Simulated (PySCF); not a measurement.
H$_{3}$OSi, doublet, SMILES `[SiH3][O]`.

Computed with PySCF, HF/6-31+G*, geometry: GFN2-xTB. No frequency check shows the geometry to be a minimum. The basis has diffuse s and p functions alone, which still leaves polarisabilities too small, most of all across bonds. The stability of the open-shell solution wasn't checked. GFN2-xTB doesn't know the spin state, so this open-shell geometry is rough.

Coordinates in Å:

```
Si1      0.4148   -0.0009   -0.0006
O2      -1.1154    0.0006    0.0003
H3       1.0376   -1.3340   -0.2524
H4       1.0398    0.8925   -1.0209
H5       1.0391    0.4489    1.2797
```

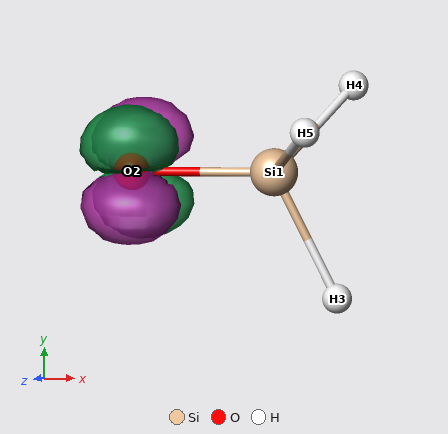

Change of the electron density in a uniform field of 0.10 V/Å, surfaces at ±0.05 e/Å³ (green: gain, purple: loss).

Along which Cartesian direction does the field point?

Along +y: electrons gather on the −y side, against the field.

What dipole is induced, and what polarisability does it imply?

The induced dipole is 0.17 D (+0.15 D along the field); α along this axis, from the fields in both directions, is 24 bohr³ (3.5 Å³). The response isn't linear: the two directions induce 0.17 and 0.15 D.

Which atoms gain and lose the most charge?

Electrons gather most on H3 (Hirshfeld charge changes by −0.006 e) and leave H4 most (+0.010 e); 0.164 electrons are displaced in all.
